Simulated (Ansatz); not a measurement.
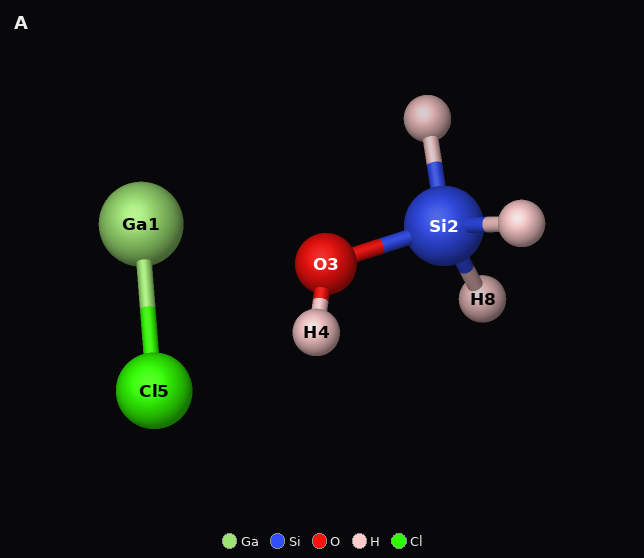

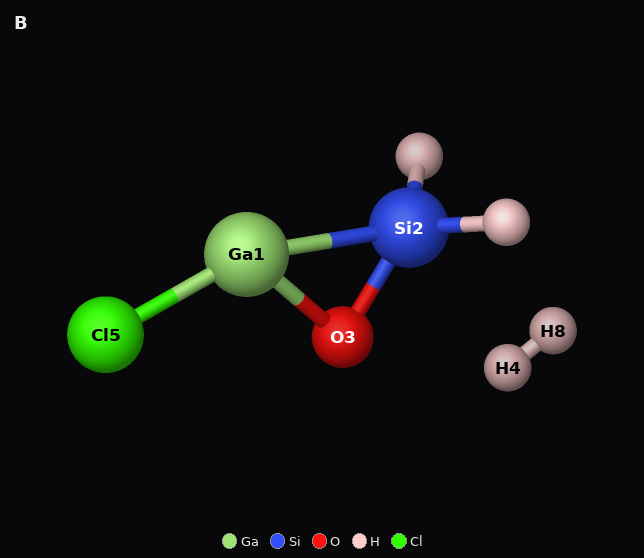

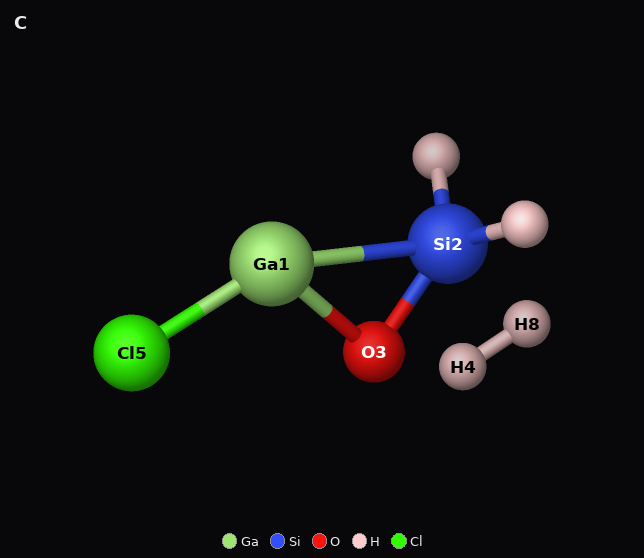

Three stationary points along one reaction path, in mixed order. Sticks follow a distance rule, so a partial bond may show as a full stick or not at all. Charge 0, singlet. Geometries: PBE0-D4/def2-TZVP; all other levels are single points on them, and energies count from the start as drawn. Program: Ansatz 0.2.0. In CBS estimates cores are frozen, and CCSD(T) − MP2 is taken in the smaller basis.

**Which panel shows the transition state?**

C.

**Which bonds form and which break from B to A?**

Formed: Si2–H8, O3–H4; broken: Ga1–Si2, Ga1–O3, H4–H8. At the saddle point Si2···H8 is 1.73 Å, O3···H4 is 1.33 Å, Ga1···Si2 is 2.50 Å, Ga1···O3 is 2.07 Å, H4···H8 is 1.00 Å.

Give the electronic barrier and the reaction energy from B to A in kcal/mol (no zero-point energy) with CCSD(T)/CBS (MP2 limit from def2-TZVPP and def2-QZVPP plus CCSD(T) − MP2); PBE-QIDH (frozen core)/def2-TZVPP; B3LYP-D4/6-31G; B3LYP-D4/def2-TZVPP; RHF-CCSD(T) (frozen core)/def2-SVP.

| level | barrier | reaction energy |
| --- | --- | --- |
| CCSD(T)/CBS (MP2 limit from def2-TZVPP and def2-QZVPP plus CCSD(T) − MP2) | 20.5 | −39.5 |
| PBE-QIDH (frozen core)/def2-TZVPP | 18.9 | −37.7 |
| B3LYP-D4/6-31G | 22.0 | −53.9 |
| B3LYP-D4/def2-TZVPP | 17.9 | −43.9 |
| RHF-CCSD(T) (frozen core)/def2-SVP | 21.2 | −42.8 |
